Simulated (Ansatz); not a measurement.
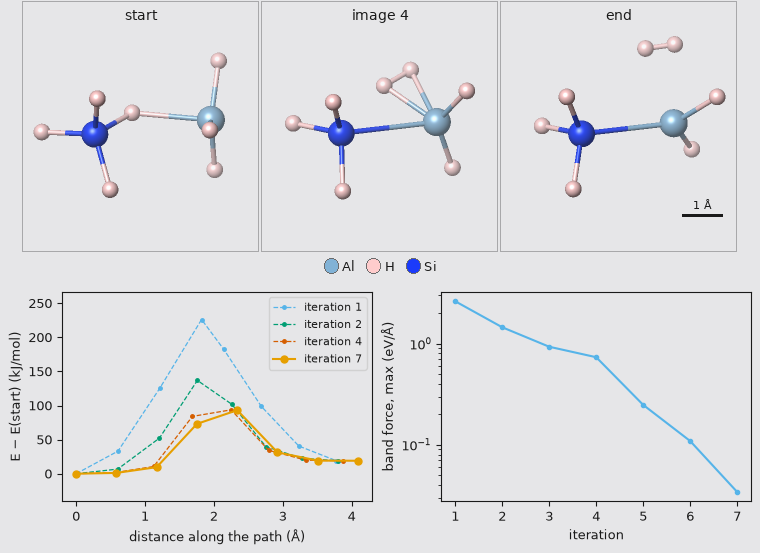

A search for the minimum-energy path of AlSiH₇ by the nudged elastic band. Images are numbered from 0 (start) to 7 (end). The plot follows the band through its iterations. A ball-and-stick model, seen at a tilt.

Computed with Ansatz, RKS PBE0-D4/6-31G*. Settings: 6 movable images; no climbing image; force threshold 0.05 eV/Å; iteration limit 60; starting path through a guess of the saddle point.

**Did the band converge, and can the barrier be trusted?**

The run is converged, with reservations. The band converged in 7 iterations. The largest component of the band force went from 2.6 to 0.034 eV/Å. No image climbed, so the highest image needn't lie on the saddle point, and the true maximum along this path can be higher. The first iteration put the highest image at 226.1 kJ/mol. Forward barrier 93.1 kJ/mol, backward barrier 74.1 kJ/mol, with image 4 at the top; the reaction energy is +19.0 kJ/mol.

Cost: 95 s on 1 thread of Arm Neoverse V1 (shared host), peak memory 0.1 GiB.
